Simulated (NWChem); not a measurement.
**HNO3 (peroxynitrous acid): levels of theory compared**

Aim: a comparison of 6 runs (HF/def2-TZVP, B3LYP/3-21G, PBE0/def2-SVP, B3LYP/6-31G*, MP2/6-311+G**) of HNO3 (peroxynitrous acid). 

Program for the calculation: NWChem 7.3.0.

2 further runs of the same task are left out: 2 set aside as unsound or not needed. Runs told in other sessions of the task aren't counted.

## Step 1: The molecule

The species is HNO3 (5 atoms), meant as a singlet with charge 0. SMILES: `O=NOO`. Geometry: relaxed at PBE0-D4/def2-TZVP. This is one conformer, not always the lowest.

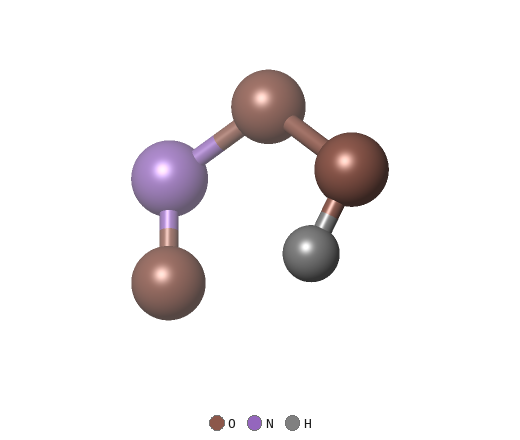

Viewed from a chosen angle; oxygen brown, nitrogen purple, hydrogen grey.

## Step 2: Energy and gradient at HF/def2-TZVP (run 1)

File hno3.nw:

```
start hno3
memory 2200 mb
charge 0

geometry units angstrom noautosym nocenter noautoz
   O      0.136350    -0.835310     0.979060
   N     -0.871770    -0.628300     0.400790
   O     -0.775090     0.288530    -0.589000
   O      0.508600     0.826880    -0.747550
   H      1.001920     0.348200    -0.043280
end

basis spherical bse
   * library def2-TZVP
end

scf
   thresh 1e-08
   maxiter 80
end

task scf gradient
```

Command:

```bash
$ nwchem hno3.nw > hno3.out
```

The log of the run:

```text
[...]
  functions       =   130
[...]
  wavefunction    = RHF
[...]
         Total SCF energy =   -279.518974925585
      One-electron energy =   -630.951094278997
      Two-electron energy =    226.926903976873
 Nuclear repulsion energy =    124.505215376539
        Time for solution =     26.1s
[...]
                         RHF ENERGY GRADIENTS
    atom               coordinates                        gradient
                 x          y          z           x          y          z
   1 O       0.257664  -1.578507   1.850155    0.054135  -0.009396   0.029130
   2 N      -1.647406  -1.187315   0.757383   -0.054580  -0.009983  -0.007658
   3 O      -1.464708   0.545243  -1.113049   -0.013665   0.012402  -0.018548
   4 O       0.961115   1.562577  -1.412665    0.005386   0.024684  -0.025695
   5 H       1.893354   0.658003  -0.081787    0.008724  -0.017708   0.022772
[...]
```

It took 32 s on 1 thread of AMD EPYC 9R45 (Zen 5), shared host; peak memory 0.12 GiB.

## Step 3: Energy and gradient at B3LYP/3-21G (run 2)

File run.py:

```python
from ase import Atoms
from ase.calculators.nwchem import NWChem

molecule = Atoms(['O', 'N', 'O', 'O', 'H'], positions=[
    [0.136350, -0.835310, 0.979060],
    [-0.871770, -0.628300, 0.400790],
    [-0.775090, 0.288530, -0.589000],
    [0.508600, 0.826880, -0.747550],
    [1.001920, 0.348200, -0.043280],
])

calc = NWChem(
    label='hno3',
    theory='dft',
    memory='2200 mb',
    basis='3-21G',
    basispar='spherical bse',
    dft={'xc': 'b3lyp', 'mult': '1', 'grid': 'xfine', 'convergence': 'energy 1e-08', 'iterations': '100', 'mulliken': None, 'print': 'low'},
)
molecule.calc = calc

forces = molecule.get_forces()
print(f"energy = {molecule.get_potential_energy():.6f} eV")
print("forces (eV/A):")
for s, f in zip(molecule.symbols, forces):
    print(f"{s:2s} {f[0]:10.5f} {f[1]:10.5f} {f[2]:10.5f}")
```

Command:

```bash
$ export ASE_NWCHEM_COMMAND="nwchem PREFIX.nwi > PREFIX.nwo"
$ python run.py
```

The log of the run:

```text
energy = -7598.698987 eV
forces (eV/A):
O     4.31632   -0.92843    2.52302
N    -4.65611   -2.01862    0.64859
O    -3.21444    1.41658   -2.68799
O     2.70094    2.32232   -1.66129
H     0.85335   -0.79180    1.17767
```

The calculator wrote hno3.nwi:

```
title "hno3"

permanent_dir hno3

scratch_dir hno3

start hno3

geometry units angstrom nocenter noautosym noautoz
  O  1.3635000000000000e-01 -8.3531000000000000e-01 9.7906000000000004e-01
  N  -8.7177000000000004e-01 -6.2829999999999997e-01 4.0078999999999998e-01
  O  -7.7508999999999995e-01 2.8853000000000001e-01 -5.8899999999999997e-01
  O  5.0860000000000005e-01 8.2687999999999995e-01 -7.4755000000000005e-01
  H  1.0019199999999999e+00 3.4820000000000001e-01 -4.3279999999999999e-02
end

memory 2200 mb

basis spherical bse noprint
   * library 3-21G
end

dft
  xc b3lyp
  mult 1
  grid xfine
  convergence energy 1e-08
  iterations 100
  mulliken
  print low
end

task dft gradient
```

hno3.nwo:

```text
Northwest Computational Chemistry Package (NWChem) 7.3.0
             --------------------------------------------------------

           Job information
           ---------------

    nwchem branch   = 7.3.0
    use scalapack   = T
    input           = hno3.nwi
    prefix          = hno3.
    data base       = hno3/hno3.db
    status          = startup
    nproc           =        1

           Memory information
           ------------------

    heap     =     72089600 doubles =      550.0 Mbytes
    stack    =     72089597 doubles =      550.0 Mbytes
    global   =    144179200 doubles =     1100.0 Mbytes (distinct from heap & stack)
    total    =    288358397 doubles =     2200.0 Mbytes
    verify   = yes
    hardfail = no

[... 37 lines left out ...]
            Nuclear Dipole moment (a.u.)
[... 65 lines left out ...]
   convergence    iter        energy       DeltaE   RMS-Dens  Diis-err    time
[... 14 lines left out ...]
         Total DFT energy =     -279.247039472551
      One electron energy =     -629.029179376142
           Coulomb energy =      258.093556487904
    Exchange-Corr. energy =      -32.816631960851
 Nuclear repulsion energy =      124.505215376538
[... 21 lines left out ...]
    Atom       Charge   Shell Charges
 -----------   ------   -------------------------------------------------------
    1 O    8     8.17   1.98  0.60  2.10  1.09  2.39
    2 N    7     6.85   1.98  0.58  1.64  0.94  1.70
    3 O    8     8.01   1.98  0.64  2.01  1.07  2.30
    4 O    8     8.19   1.98  0.61  2.05  1.11  2.44
    5 H    1     0.78   0.44  0.35

                         DFT ENERGY GRADIENTS

    atom               coordinates                        gradient
                 x          y          z           x          y          z
   1 O       0.257664  -1.578507   1.850155   -0.083939   0.018055  -0.049065
   2 N      -1.647406  -1.187315   0.757383    0.090547   0.039256  -0.012613
   3 O      -1.464708   0.545243  -1.113049    0.062511  -0.027548   0.052273
   4 O       0.961115   1.562577  -1.412665   -0.052525  -0.045162   0.032307
   5 H       1.893354   0.658003  -0.081787   -0.016595   0.015398  -0.022902

 Task  times  cpu:        3.0s     wall:        3.0s
 Total times  cpu:        3.0s     wall:        3.0s
```

Run time: 3.9 s. Hardware: 1 thread of AMD EPYC 9R45 (Zen 5), shared host; peak memory 0.13 GiB.

Run 3 isn't shown in full; the table further down has it.

## Step 4: Energy and gradient at B3LYP/6-31G(d) (spherical functions) (run 4)

File run.nw:

```
start run
memory 2200 mb

geometry units angstroms noautosym nocenter noautoz
   O      0.136350    -0.835310     0.979060
   N     -0.871770    -0.628300     0.400790
   O     -0.775090     0.288530    -0.589000
   O      0.508600     0.826880    -0.747550
   H      1.001920     0.348200    -0.043280
end

basis spherical bse
   * library 6-31G*
end

dft
   xc b3lyp
   grid xfine
   convergence energy 1e-08
   iterations 100
   mulliken
end

task dft gradient
```

Command:

```bash
$ nwchem run.nw > run.out
```

The log of the run:

```text
[...]
          Wavefunction type:  closed shell.
          No. of atoms     :     5
          No. of electrons :    32
[...]
          Charge           :     0
          Spin multiplicity:     1
[...]
          AO basis - number of functions:    58
[...]
              XC Information
              --------------
                         B3LYP Method XC Potential
                     Hartree-Fock (Exact) Exchange  0.200
                        Slater Exchange Functional  0.800 local
                    Becke 1988 Exchange Functional  0.720 non-local
              Lee-Yang-Parr Correlation Functional  0.810
                  VWN I RPA Correlation Functional  0.190 local
[...]
 d= 0,ls=0.0,diis     1   -280.6886524879 -4.05D+02  2.56D-02  1.36D+00     0.7
[...]
 d= 0,ls=0.0,diis    11   -280.8240427007 -7.20D-09  1.28D-06  6.93D-09     5.9
         Total DFT energy =     -280.824042700688
      One electron energy =     -631.301659972820
           Coulomb energy =      258.857736764410
    Exchange-Corr. energy =      -32.885334868817
 Nuclear repulsion energy =      124.505215376539
[...]
      Total Density - Mulliken Population Analysis
     ---------------------------------------------
    Atom       Charge   Shell Charges
 -----------   ------   -------------------------------------------------------
    1 O    8     8.30   2.00  0.94  2.85  0.95  1.51  0.04
    2 N    7     6.66   2.00  0.90  2.20  0.76  0.69  0.11
    3 O    8     8.10   2.00  0.98  2.77  0.92  1.38  0.06
    4 O    8     8.39   2.00  0.95  2.82  0.95  1.63  0.04
    5 H    1     0.55   0.46  0.10
[...]
  wavefunction    = closed shell
                         DFT ENERGY GRADIENTS
    atom               coordinates                        gradient
                 x          y          z           x          y          z
   1 O       0.257664  -1.578507   1.850155   -0.027891   0.006876  -0.017283
   2 N      -1.647406  -1.187315   0.757383    0.031062   0.007160   0.002713
   3 O      -1.464708   0.545243  -1.113049    0.013688  -0.005216   0.010535
   4 O       0.961115   1.562577  -1.412665   -0.013014  -0.011610   0.008473
   5 H       1.893354   0.658003  -0.081787   -0.003845   0.002791  -0.004438
[...]
```

Run time: 7.5 s. Hardware: 1 thread of AMD EPYC 9R45 (Zen 5), shared host; peak memory 0.13 GiB.

Run 5 isn't shown in full; the table further down has it.

## Step 5: Energy and gradient at MP2/6-311+G(d,p) (run 6)

File hno3.nw:

```
start hno3
title "HNO3 gradient"
memory stack 880 mb heap 220 mb global 1100 mb

geometry noautosym nocenter noautoz
  O      0.136350    -0.835310     0.979060
  N     -0.871770    -0.628300     0.400790
  O     -0.775090     0.288530    -0.589000
  O      0.508600     0.826880    -0.747550
  H      1.001920     0.348200    -0.043280
end

basis spherical bse
  * library 6-311+G**
end

scf
  thresh 1e-08
  maxiter 80
  print low
end

mp2
  freeze core 4
  tight
end

task mp2 gradient
```

Command:

```bash
$ nwchem hno3.nw > hno3.out
```

The log of the run:

```text
[...]
  functions       =    94
[...]
  wavefunction    = RHF
[...]
         Total SCF energy =   -279.475101239066
      One-electron energy =   -630.619766765164
      Two-electron energy =    226.639450149559
 Nuclear repulsion energy =    124.505215376539
        Time for solution =      9.2s
[...]
          Total MP2 energy          -280.264525285883
[...]
                         mp2 ENERGY GRADIENTS
    atom               coordinates                        gradient
                 x          y          z           x          y          z
   1 O       0.257664  -1.578507   1.850155   -0.025508   0.006591  -0.016144
   2 N      -1.647406  -1.187315   0.757383    0.027224   0.005506   0.003237
   3 O      -1.464708   0.545243  -1.113049    0.013268  -0.005618   0.010837
   4 O       0.961115   1.562577  -1.412665   -0.013955  -0.004405   0.000108
   5 H       1.893354   0.658003  -0.081787   -0.001028  -0.002075   0.001962
[...]
```

It took 21 s on 1 thread of AMD EPYC 9R45 (Zen 5), shared host; peak memory 0.31 GiB.

## Step 6: The series

```csv
run,level,iteration cap,module,energy (Eh),dipole moment (D),largest force (eV/Å),wall time
1,HF/def2-TZVP,80,scf,-279.518975,1.05,3.198,32 s
2,B3LYP/3-21G,100,dft,-279.247039,–,5.116,3.9 s
3,PBE0/def2-SVP,100,dft,-280.325863,–,0.270,7.5 s
4,B3LYP/6-31G* (spherical functions),100,dft,-280.824043,0.91,1.724,7.5 s
5,B3LYP/6-31G* (Cartesian functions),100,dft,-280.829903,0.93,1.754,8.7 s
6,MP2/6-311+G**,80,mp2,-280.264525,1.19,1.589,21 s
```

## Step 7: Results

```
                                                      quantity          value
                                           run 6: total energy  -280.26453 Eh
run 6: dipole moment (of the density that the program reports)         1.19 D
            run 6: correlation energy (4 core orbitals frozen)     -789.4 mEh
                               run 6: largest force on an atom     1.589 eV/Å
```

In words: Over runs 1, 4, 5, 6 the dipole moment (its size) runs from 0.91 D (B3LYP/6-31G*) to 1.19 D (MP2/6-311+G**). The two ends differ in method and basis. Over runs 1, 4, 5 the HOMO–LUMO gap runs from 5.86 eV (B3LYP/6-31G*) to 15.51 eV (HF/def2-TZVP). Totals of different functionals can't be ranked against each other. All runs together took 80 s, the longest 32 s.
